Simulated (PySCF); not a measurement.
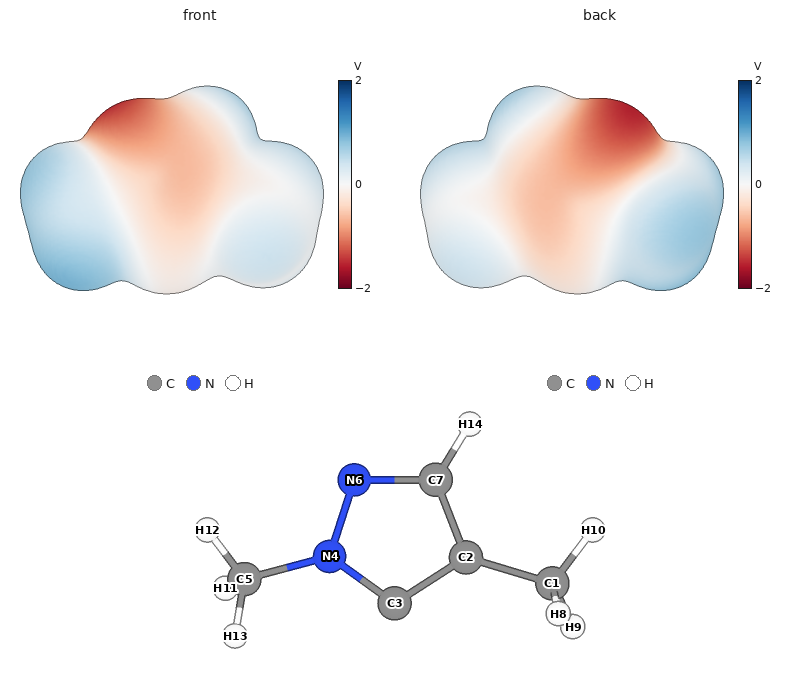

Figure 1: C₅H₇N₂ (SMILES Cc1[c]n(C)nc1) (doublet). The electrostatic potential painted on the density surface at 0.001 e/bohr³, seen from the front and from behind; the colour scale runs from red (negative) to blue (positive). The bare structure is drawn below in the same view.

Geometry: GFN2-xTB.

These are results of PySCF 2.14.0, density-fitted response routines, UKS B3LYP, pcH-1 on C H N, non-relativistic, mean-field spin-orbit, GIAO, not measurements.

```yaml
atoms:
  - { symbol: C, position_ang: [-2.4590, 0.3275, -0.2876] }
  - { symbol: C, position_ang: [-1.0336, -0.0052, -0.0296] }
  - { symbol: C, position_ang: [0.1052, 0.6775, -0.4068] }
  - { symbol: N, position_ang: [1.1921, 0.0409, 0.0295] }
  - { symbol: C, position_ang: [2.5714, 0.3837, -0.1544] }
  - { symbol: N, position_ang: [0.8328, -1.0625, 0.6883] }
  - { symbol: C, position_ang: [-0.4960, -1.1004, 0.6605] }
  - { symbol: H, position_ang: [-2.6815, 1.3449, 0.0312] }
  - { symbol: H, position_ang: [-2.6875, 0.2509, -1.3506] }
  - { symbol: H, position_ang: [-3.1026, -0.3600, 0.2561] }
  - { symbol: H, position_ang: [3.0135, -0.2134, -0.9562] }
  - { symbol: H, position_ang: [3.1151, 0.1822, 0.7685] }
  - { symbol: H, position_ang: [2.6483, 1.4398, -0.4075] }
  - { symbol: H, position_ang: [-1.0190, -1.9062, 1.1364] }
```

Which sites attract a positive test charge, and which a negative one?

Answer. A positive charge is drawn to the negative regions and a negative charge to the positive ones. The most negative region (about −1.5 V, or −35 kcal/mol for a unit charge) lies over N6, the most positive (about +0.9 V, or +21 kcal/mol for a unit charge) over H13. N6 is the likeliest acceptor of a hydrogen bond.
